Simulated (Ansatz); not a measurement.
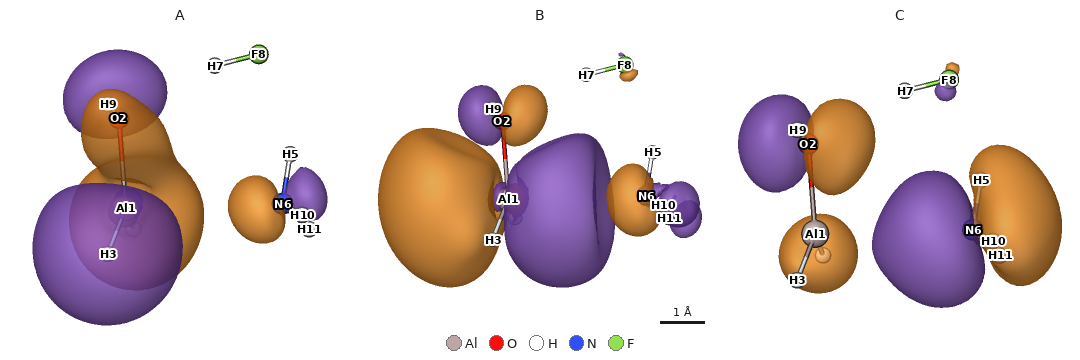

Figure 1: AlH3O···NH3···HF. Three frontier orbitals at ±0.06 Å⁻³ᐟ² (orange and purple are the two phases), in no order.

Not at a stationary point (largest force 1.7 eV/Å).

Theory: RKS PBE-D4/def2-SVP (Ansatz 0.2.0).

```yaml
atoms:
  - { symbol: Al, position_ang: [-1.0261, -1.3392, -0.6554] }
  - { symbol: O, position_ang: [0.4470, -1.9235, 0.2503] }
  - { symbol: H, position_ang: [-0.9808, -1.4011, -2.2511] }
  - { symbol: H, position_ang: [-2.3012, -1.1414, 0.2733] }
  - { symbol: H, position_ang: [0.5092, 1.6063, 0.4637] }
  - { symbol: N, position_ang: [-0.1552, 1.7173, -0.3098] }
  - { symbol: H, position_ang: [1.2883, -0.3446, 1.6240] }
  - { symbol: F, position_ang: [1.5830, 0.4570, 1.9676] }
  - { symbol: H, position_ang: [1.2044, -2.1733, -0.3077] }
  - { symbol: H, position_ang: [0.3339, 2.2014, -1.0711] }
  - { symbol: H, position_ang: [-0.9025, 2.3410, 0.0164] }
```

**Order the three orbitals by energy and name them.**

A is the HOMO−1 (−6.85 eV). By Hirshfeld shares it lies mainly on H3 (about 30 %), Al1 (about 25 %), O2 (about 20 %) and H4 (about 15 %). C is the HOMO (−6.53 eV). Its weight (Hirshfeld) is mainly on N6 (about 65 %) and O2 (about 15 %). B is the LUMO (−1.11 eV). By Hirshfeld shares it lies mainly on Al1 (about 65 %), N6 (about 10 %) and O2 (about 10 %).

**What is the HOMO–LUMO gap?**

5.42 eV between the orbital energies.
